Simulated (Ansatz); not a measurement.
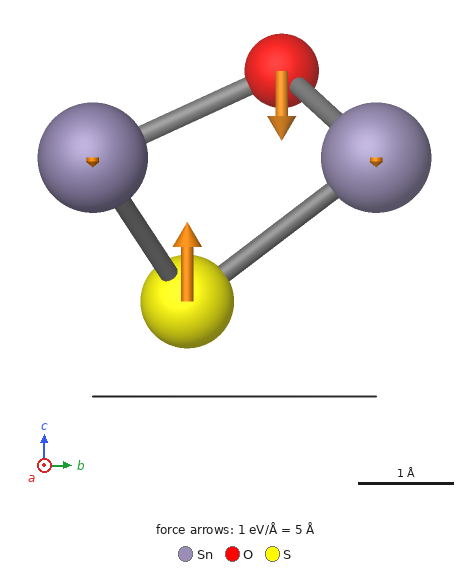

A changed version of a slab of composition SnSO at its r2SCAN-relaxed geometry, with the computed forces as orange arrows. The picture is a ball-and-stick view of the 2 × 1 repeat of the cell, outlined in the plane, without the vacuum, seen along the a axis.

These are results of Ansatz, DFT, HSE06, plane waves, PAW, not measurements. (plane-wave cutoff 420 eV; k-point mesh 6 × 6 × 1; occupations fixed; no spin polarisation)

Question: Describe the distortion and the response.

Answer: The cell is strained by 0.0 % along the normal (+c) and +0.5 % across it (volume +1.0 %). The atoms were relaxed with r2SCAN under that strain, and this is a single point on that geometry. It costs 1.6 meV per atom. The largest force is 0.17 eV/Å, on the S atom, along the normal (+c). Some distances before and after: O–Sn 2.183 → 2.188 Å. The space group stays P3m1 (No. 156).
